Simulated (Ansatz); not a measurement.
# CH6NPSi: the cost of one run

Program: Ansatz 0.2.0. Level of theory: RHF/def2-SVP. These are calculated values, not measurements.

## Step 1: The starting structure

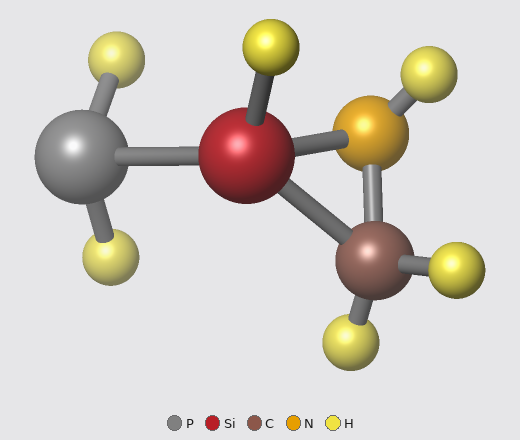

Start, viewed from a chosen angle; phosphorus grey, silicon red, carbon brown, nitrogen amber, hydrogen yellow.

Coordinates:

```xyz
10

P    -1.8988    0.9775   -0.1463
Si    0.0203    0.5796    0.6634
C     0.6349   -1.1247    0.4331
N     0.8845   -0.1730   -0.6376
H    -2.2920   -0.3097   -0.5254
H    -1.5151    1.3754   -1.4626
H     0.9597    1.7057    0.9878
H     1.5925   -1.3720    1.0004
H    -0.0657   -1.8905    0.3679
H     1.7628    0.1806   -0.6776
```

## Step 2: Preparing the start

The input, input.yaml:

```yaml
crystal:
  periodic: [false, false, false]
  atoms:
    - { symbol: P, position_ang: [-1.8988, 0.9775, -0.1463] }
    - { symbol: Si, position_ang: [0.0203, 0.5796, 0.6634] }
    - { symbol: C, position_ang: [0.6349, -1.1247, 0.4331] }
    - { symbol: "N", position_ang: [0.8845, -0.173, -0.6376] }
    - { symbol: H, position_ang: [-2.292, -0.3097, -0.5254] }
    - { symbol: H, position_ang: [-1.5151, 1.3754, -1.4626] }
    - { symbol: H, position_ang: [0.9597, 1.7057, 0.9878] }
    - { symbol: H, position_ang: [1.5925, -1.372, 1.0004] }
    - { symbol: H, position_ang: [-0.0657, -1.8905, 0.3679] }
    - { symbol: H, position_ang: [1.7628, 0.1806, -0.6776] }
basis:
  gaussian: { orbitals: def2-SVP }
hamiltonian:
  xc: hf
relax:
  f_tol: 0.02
  max_steps: 40
scf:
  lower_state_search: "off"
output:
  orbitals: {}
```

Started as:

```sh
ansatz run input.yaml --threads 1 --pin off --max-ram 2048MiB --backend cpu --events-out ev --progress --plain --runs-dir out
```

Q: Estimate wall time and peak memory on 1 thread of Arm Neoverse V1, shared host.

About 28 s, with a peak of 0.17 GiB.
